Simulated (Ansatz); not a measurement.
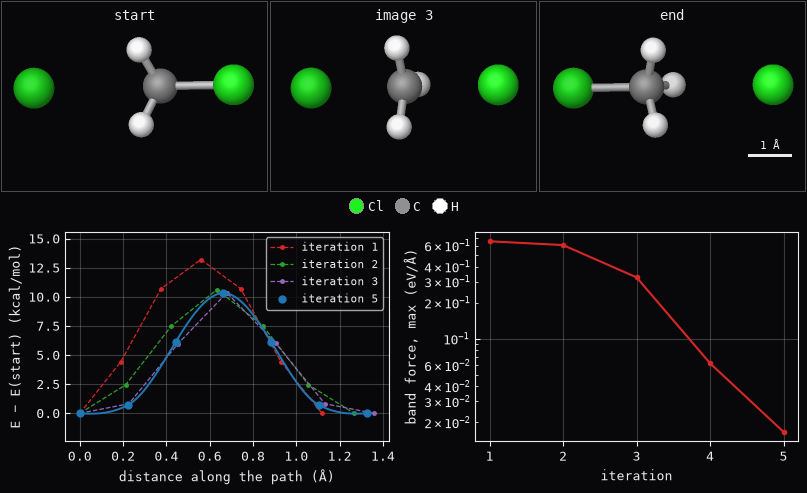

A search for the minimum-energy path of CH3Cl2 (charge −1), made up of CH3Cl and Cl by the nudged elastic band. Images are numbered from 0 (start) to 6 (end). The plot follows the band through its iterations. A ball-and-stick model, seen at a tilt.

All numbers below come from Ansatz 0.2.0, RKS PBE0-D4/def2-SVPD. Run with 5 movable images; climbing image.

**How did the profile develop, and is the result final?**

The run is converged, with reservations. The band converged in 5 iterations. The largest component of the band force went from 0.65 to 0.017 eV/Å. The climbing image converged on the top of the path. Its curvatures weren't checked. The largest force component is 0.29 eV/Å at the start and 0.27 eV/Å at the end; an end with forces this large is no minimum, and the barrier measured from it can be far off. The first iteration put the highest image at 13.2 kcal/mol. The barrier is about 10.3 kcal/mol in both directions, with image 3 at the top; the ends have the same energy.

Limits of the set-up: the start holds two separate molecules, 3.0 Å apart at their closest, whose relative position is a soft coordinate.

The run took 64 s on 2 threads of Arm Neoverse V2 (shared host).
